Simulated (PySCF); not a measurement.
**GeH4S (Ge(SH)H3) at BP86/6-31G(d) (spherical functions)**

Aim: the vertical ionisation energy of GeH4S (Ge(SH)H3) at BP86/6-31G* (spherical functions), from 2 runs. The job is set up through a Python script.

The results are computed with PySCF 2.14.0.

**1. The system as given**

GeH4S: 6 atoms, total charge 0, spin state singlet. SMILES: `[H][Ge]([H])([H])[SH]`. The shape comes from GFN2-xTB, which is rough for such elements, and wasn't checked as a minimum.

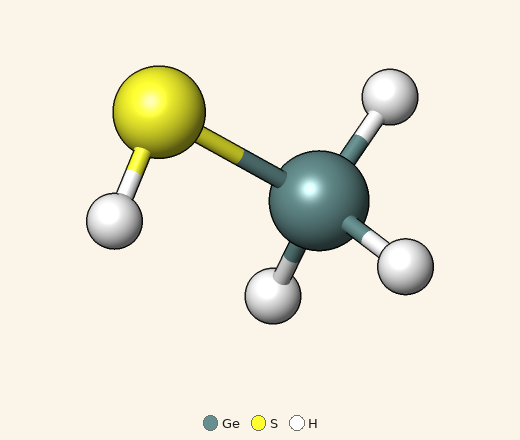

Viewed from a chosen angle; germanium teal, sulfur yellow, hydrogen white.

**2. A single-point energy at BP86/6-31G(d) (spherical functions)**

File start.xyz:

```xyz
6

Ge     0.201110    -0.010780    -0.503070
S      0.260440     0.021500     1.690160
H     -1.059390     0.053950     1.826060
H      1.614000    -0.023310    -0.982370
H     -0.508420     1.199120    -1.038330
H     -0.507750    -1.240490    -0.992450
```

File calc.py:

```python
from pyscf import gto, dft

system = gto.M(
    atom='start.xyz',
    basis='6-31g*',
    max_memory=1860,
    charge=0,
    verbose=4,
    spin=0,
)

mf = dft.RKS(system, xc='bp86')
mf.conv_tol = 1e-10
mf.grids.level = 4
mf.kernel()
if not mf.converged:
    mf = mf.newton().run(mf.mo_coeff, mf.mo_occ)

energy = mf.e_tot
print('E(%s) = %.9f' % ('BP86', energy))
```

Started as:

```sh
$ OMP_NUM_THREADS=1 python calc.py
```

The log of the run:

```text
PySCF version 2.14.0

[... 75 lines left out ...]
converged SCF energy = -2477.60614079441
E(BP86) = -2477.606140794
```

Run time: 6 s. Hardware: 1 thread of Arm Neoverse V2, shared host; peak memory 0.31 GiB.

**3. The doublet cation at the same level**

File run.py:

```python
from pyscf import gto, dft

molecule = gto.M(
    atom='''
Ge       0.201110      -0.010780      -0.503070
S        0.260440       0.021500       1.690160
H       -1.059390       0.053950       1.826060
H        1.614000      -0.023310      -0.982370
H       -0.508420       1.199120      -1.038330
H       -0.507750      -1.240490      -0.992450
''',
    charge=1,
    spin=1,
    verbose=3,
    basis='6-31g*',
    max_memory=1860,
)

calc0 = dft.UKS(molecule)
calc0.xc = 'bp86'
calc0.grids.level = 4
calc0.conv_tol = 1e-10
calc0.kernel()
if not calc0.converged:
    calc0 = calc0.newton().run(calc0.mo_coeff, calc0.mo_occ)

energy = calc0.e_tot
print('Final energy', energy)
```

Started as:

```sh
$ OMP_NUM_THREADS=1 python run.py
```

The log of the run:

```text
WARN: HOMO -0.284624065009567 >= LUMO -0.284624065009568

converged SCF energy = -2477.25440017859  <S^2> = 0.75293318  2S+1 = 2.002931
Final energy -2477.254400178585
```

Wall time 9.9 s (1 thread of Arm Neoverse V2, shared host); peak memory 0.32 GiB.

**4. Results**

Level: BP86/6-31G* (spherical functions).

```
                                          quantity           value
                       singlet GeH4S: total energy  -2477.60614 Eh
                      singlet GeH4S: dipole moment          1.46 D
                        singlet GeH4S: HOMO energy        -6.06 eV
                        singlet GeH4S: LUMO energy        -0.76 eV
                      singlet GeH4S: HOMO–LUMO gap         5.30 eV
                      doublet cation: total energy  -2477.25440 Eh
doublet cation: HOMO energy (highest over α and β)       -14.19 eV
 doublet cation: LUMO energy (lowest over α and β)       -12.96 eV
                              doublet cation: ⟨S²⟩           0.753
vertical ionisation energy (to the doublet cation)        9.571 eV
```

In words: The vertical ionisation energy comes to 9.57 eV (923 kJ/mol). The negative HOMO energy of the first species, 6.06 eV, lies 3.51 eV below that difference. Mulliken charges (singlet GeH4S) run from -0.18 on S2 to +0.12 on H3.
